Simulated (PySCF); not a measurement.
CH$_{2}$AlB

```yaml
atoms:
  - { symbol: C, position_ang: [0.0923, -0.2859, -0.0625] }
  - { symbol: Al, position_ang: [-1.4602, 0.6833, -0.8816] }
  - { symbol: B, position_ang: [0.4055, 0.1836, 1.1670] }
  - { symbol: H, position_ang: [0.4164, -1.0372, -0.7699] }
  - { symbol: H, position_ang: [0.5174, 0.7224, 2.1999] }
```

Geometry: B3LYP-D3(BJ)/6-311G**.

Computed with Gaussian-basis quantum chemistry of an isolated molecule with PySCF, energy and nuclear gradient, functional PBE0 (PySCF 2.14.0).

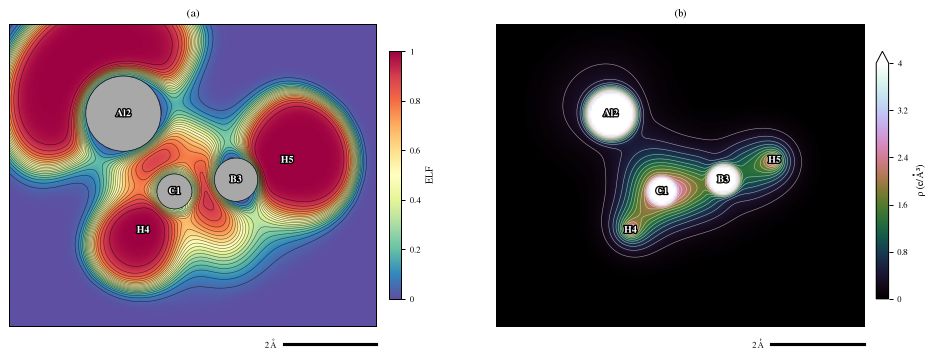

Figure 1. (a) ELF; (b) total electron density on the molecular plane. Grey discs cover the atomic cores in the ELF map.

Read the bonding off the picture.

Answer. The section cuts through C, Al, B and H sites.
C–B (1.35 Å): ρ at the midpoint is about 1.9 e/Å³; the ELF peaks at about 0.90 between the atoms: localised, covalent bonding.
C–Al (2.01 Å): ρ is about 0.57 e/Å³ halfway; the ELF peaks at about 0.90 between the atoms, as expected for a shared but strongly polarised pair.
C–H (1.08 Å): the density is about 1.9 e/Å³ at the midpoint; the ELF climbs to about 1 towards the hydrogen, as it does in any bond to H (a covalent bond by its length).
B–H (1.17 Å): ρ at the midpoint is about 1.3 e/Å³; the ELF climbs to about 1 towards the hydrogen (an ordinary covalent bond to hydrogen).

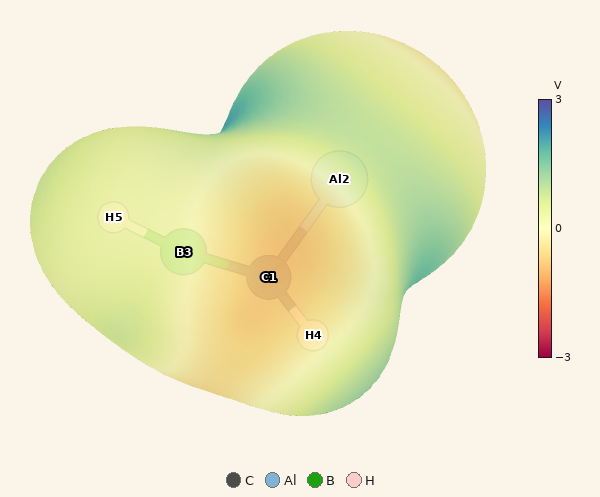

Figure 2. The molecular electrostatic potential painted on the density surface at 0.002 e/bohr³, seen at a tilt; the colour scale runs from red (negative) to blue (positive).

Where is the surface potential most negative and most positive?

Answer. The most negative region (about −0.9 V) lies over C1 and B3, the most positive (about +2.0 V) over Al2.

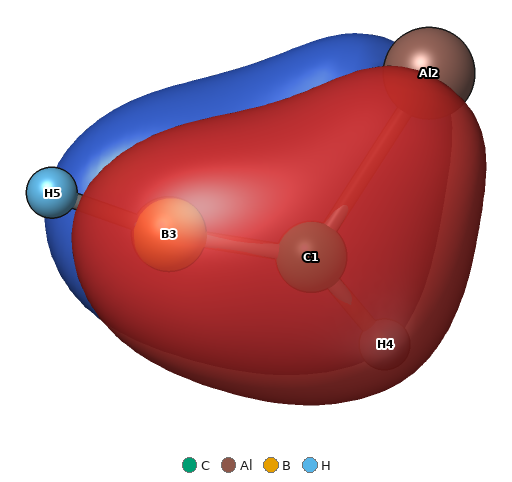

Figure 3. The HOMO−1 at ±0.08 Å⁻³ᐟ² (red and blue are the two phases), seen at a tilt.

What is the character of this orbital?

Answer. By Hirshfeld shares it lies mainly on C1 (about 50 %) and B3 (about 30 %); it changes sign across the molecular plane (π type); π-bonding across C1–B3. Its energy is −7.02 eV.
